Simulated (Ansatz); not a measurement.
# UHF/STO-3G run of C2HF2Si (SMILES [C]#C[SiH](F)F)

What is the vertical ionisation energy of C2HF2Si at UHF/STO-3G? 

The results are computed with Ansatz 0.2.0.

45 further runs of the same task are left out: 45 set aside as unsound or not needed.

### 1 The molecule

The species is C2HF2Si (6 atoms), meant as a doublet with charge 0. As SMILES, `[C]#C[SiH](F)F`. Geometry: relaxed at PBE0-D4/def2-TZVP.

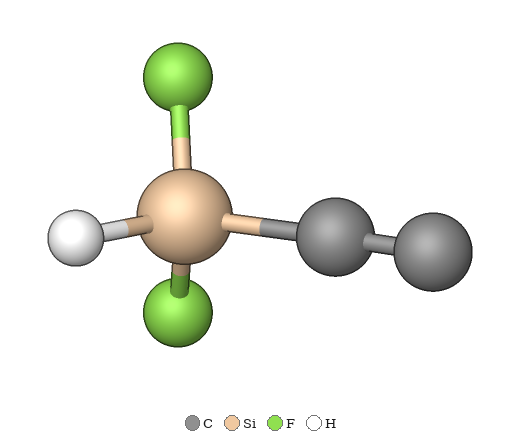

Viewed from a chosen angle; carbon grey, silicon light orange, fluorine green, hydrogen white.

### 2 A single-point energy at UHF/STO-3G

File input.yaml:

```yaml
basis:
  gaussian:
    orbitals: STO-3G
crystal:
  periodic: [false, false, false]
  atoms:
    - {symbol: C, position_ang: [0.858400, -2.085100, 1.052200]}
    - {symbol: C, position_ang: [0.445300, -1.082600, 0.512900]}
    - {symbol: Si, position_ang: [-0.183000, 0.459200, -0.201300]}
    - {symbol: F, position_ang: [-1.479900, 0.138200, -1.044000]}
    - {symbol: F, position_ang: [0.904100, 1.043400, -1.187100]}
    - {symbol: H, position_ang: [-0.502800, 1.463000, 0.821300]}
hamiltonian:
  xc: hf
accuracy: high
magnetization:
  spin_polarized: true
  initial_magnetization: 1
output: {orbitals: {seedname: orbitals}}
```

Command:

```
ansatz run input.yaml --threads 1 --pin off --max-ram 3480MiB --events-out events.jsonl --progress --plain --runs-dir runs
```

What it wrote:

```text
Warning: RAYON_NUM_THREADS=1 ignored (pool sized by the plan → 1); use --threads N
Functional definition: HF
  name "HF"
  exchange = exact_x
  correlation = 0
595 factors; integrals over basis functions are off by at most 3.3e-8 eV
mean field evaluation 1: about -15150.7660 eV, gradient 1.9e1 eV
mean field evaluation 2: about -15150.8129 eV, gradient 1.9e1 eV
mean field evaluation 4: about -15154.7563 eV, gradient 4.8e0 eV
mean field evaluation 8: about -15155.3408 eV, gradient 1.6e0 eV
mean field evaluation 16: about -15155.7021 eV, gradient 2.8e-4 eV
mean field evaluation 32: about -15155.7021 eV, gradient 2.2e-4 eV
mean field evaluation 64: about -15151.0349 eV, gradient 1.3e1 eV
mean field evaluation 96: about -15154.2022 eV, gradient 2.4e-1 eV
mean field -15155.70205093 eV, -556.9617774677 hartree, gradient 2.3e-8 eV, S^2 1.300727; 2 other end points of the search recorded, 0 dependent functions left out
reference -15155.70205093 eV, -556.9617774677 hartree; 23, 22 occupied and 7, 8 virtual orbitals, 595 factors
Total energy: -15155.70205093 eV, -556.9617774677 hartree
```

It took 1.1 s on 1 thread of Intel Xeon Platinum 8259CL at 2.50GHz (Skylake/Cascade Lake), shared host; peak memory 0.1 GiB.

### 3 The singlet cation

Changes to input.yaml since step 2:

```diff
@@ -1,4 +1 @@
-basis:
-  gaussian:
-    orbitals: STO-3G
 crystal:
@@ -12,8 +9,7 @@
     - {symbol: H, position_ang: [-0.502800, 1.463000, 0.821300]}
-hamiltonian:
-  xc: hf
+basis:
+  gaussian: {orbitals: STO-3G}
 accuracy: high
-magnetization:
-  spin_polarized: true
-  initial_magnetization: 1
 output: {orbitals: {seedname: orbitals}}
+total_charge: 1
+hamiltonian: {xc: hf}
```

Command:

```
ansatz run input.yaml --threads 1 --pin off --max-ram 3480MiB --events-out events.jsonl --progress --plain --runs-dir runs
```

What it wrote:

```text
Warning: RAYON_NUM_THREADS=1 ignored (pool sized by the plan → 1); use --threads N
[... 4 set-up lines as earlier in the session ...]
595 factors; integrals over basis functions are off by at most 3.3e-8 eV
mean field evaluation 1: about -15137.4272 eV, gradient 3.5e1 eV
mean field evaluation 2: about -15137.4668 eV, gradient 3.5e1 eV
mean field evaluation 4: about -15142.5949 eV, gradient 1.3e1 eV
mean field evaluation 8: about -15143.3521 eV, gradient 2.5e-1 eV
mean field evaluation 16: about -15143.4799 eV, gradient 3.1e-1 eV
mean field evaluation 32: about -15143.5993 eV, gradient 2.2e-6 eV
mean field evaluation 64: about -15137.8757 eV, gradient 3.9e1 eV
mean field evaluation 96: about -15143.4156 eV, gradient 2.6e-1 eV
mean field evaluation 128: about -15143.4359 eV, gradient 1.2e-1 eV
mean field evaluation 160: about -15143.3449 eV, gradient 5.0e-3 eV
mean field evaluation 192: about -15143.5793 eV, gradient 2.3e-1 eV
mean field -15143.59930697 eV, -556.5170098310 hartree, gradient 7.8e-8 eV, S^2 0.000000; 6 other end points of the search recorded, 0 dependent functions left out
reference -15143.59930697 eV, -556.5170098310 hartree; 22, 22 occupied and 8, 8 virtual orbitals, 595 factors
Total energy: -15143.59930697 eV, -556.5170098310 hartree
```

Run time: 1.2 s. Hardware: 1 thread of Intel Xeon Platinum 8259CL at 2.50GHz (Skylake/Cascade Lake), shared host; peak memory 0.093 GiB.

### 4 Results

At UHF/STO-3G:

```
                                           quantity          value
                      doublet C2HF2Si: total energy  -556.96178 Eh
doublet C2HF2Si: HOMO energy (highest over α and β)       -9.64 eV
 doublet C2HF2Si: LUMO energy (lowest over α and β)        5.59 eV
                              doublet C2HF2Si: ⟨S²⟩          1.301
                       singlet cation: total energy  -556.51701 Eh
                        singlet cation: HOMO energy      -17.22 eV
                        singlet cation: LUMO energy       -9.67 eV
                      singlet cation: HOMO–LUMO gap        7.55 eV
 vertical ionisation energy (to the singlet cation)      12.103 eV
```

**Reading.** Removing an electron at fixed nuclei costs 12.10 eV (1168 kJ/mol). Only the singlet of the ionised species was computed; a triplet could lie lower. In a minimal basis such a difference can be off by several eV, whatever the method. ⟨S²⟩ (doublet C2HF2Si) is 1.30 where a pure doublet has 0.75: the reference is spin-contaminated.
